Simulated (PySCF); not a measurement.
# The bond of LiSe−, level by level

What are the lowest state that PBE0 finds, the bond length, vibrational wavenumber and bond energy of LiSe−, and how much do these hang on the method?

The runs use PySCF 2.14.0; Li aug-pcseg-1, Se aug-pcseg-1, no relativity.

**1. The job**

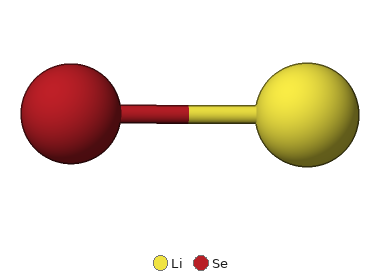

The two atoms at the starting distance (lithium yellow, selenium red).

Settings of the job:

* atoms: Li, Se
* charge: -1
* basis: Li aug-pcseg-1, Se aug-pcseg-1
* Hamiltonian: no relativity
* basis functions: 49
* electrons treated: 38
* masses in u: 7.0160, 79.9165
* levels: PBE0, PBE, r²SCAN, r²SCAN0, B3LYP, M06-L, HF, MP2, SCS-MP2, CCSD, CCSD(T)
* grid: 80 radial by 434 angular points
* occupations: held fixed by the projection of orbital angular momentum
* dissociation limit: Li + Se−, each in its ground configuration
* starting distance in angstrom: 2.500
* values of 2S to try: 0, 2

Command:

```console
$ OMP_NUM_THREADS=1 python dia.py task.json out
```

After this run come: PBE0 along the bond; Other states along the same grid; PBE (GGA); r²SCAN (meta-GGA); r²SCAN0 (hybrid meta-GGA); B3LYP (global hybrid GGA); M06-L; RHF (mean field); Adding correlation.

Q: Predict the outcome of this session. Wanted: for each run, Re; ωe; De; μ.

The runs gave:

Lowest PBE0 solution found, without spin–orbit coupling: ¹Σ⁺ (singlet), closed shell. State 2 has its PBE0 minimum 0.63 eV higher. State 3 has its PBE0 minimum 0.64 eV higher, as a spin-mixed determinant (⟨S²⟩ = 1.00), so this is no gap between pure states. State 4 has its PBE0 minimum 1.24 eV higher. The other levels ran on the lowest alone.

```
      level  Re (Å)  ωe (cm⁻¹)  De (eV)  μ (D)
        RHF   2.197        582     1.04  -5.66
    RHF-MP2   2.229        536     2.14    n/a
RHF-SCS-MP2   2.227        536     2.05    n/a
   RHF-CCSD   2.218        547     1.98    n/a
RHF-CCSD(T)   2.234        528     2.09    n/a
        PBE   2.212        539     2.33  -3.25
     r²SCAN   2.205        554     2.27  -3.95
      M06-L   2.209        541     2.36  -3.32
      B3LYP   2.195        558     2.20  -3.97
       PBE0   2.190        566     2.18  -4.28
    r²SCAN0   2.190        571     2.17  -4.62
```

De is counted to Li + Se− in their ground configurations. A positive dipole points from Li to Se; in an ion it is taken about the centre of mass and does not tell which atom is negative.

The methods spread over 0.044 Å in bond length, from r²SCAN0 to RHF-CCSD(T). Of the levels with a De here, RHF gives the least (1.04 eV) and M06-L the most (2.36 eV).

Correlated steps freeze 9 core orbitals. T1 is 0.020 near the minimum (highest on the curve 0.027), which may point to more than one leading configuration. With some functionals the highest level of the anion is positive, from self-interaction error or because the anion is truly unbound there; the finite basis then holds the extra electron, and no neutral molecule was run to test the binding.
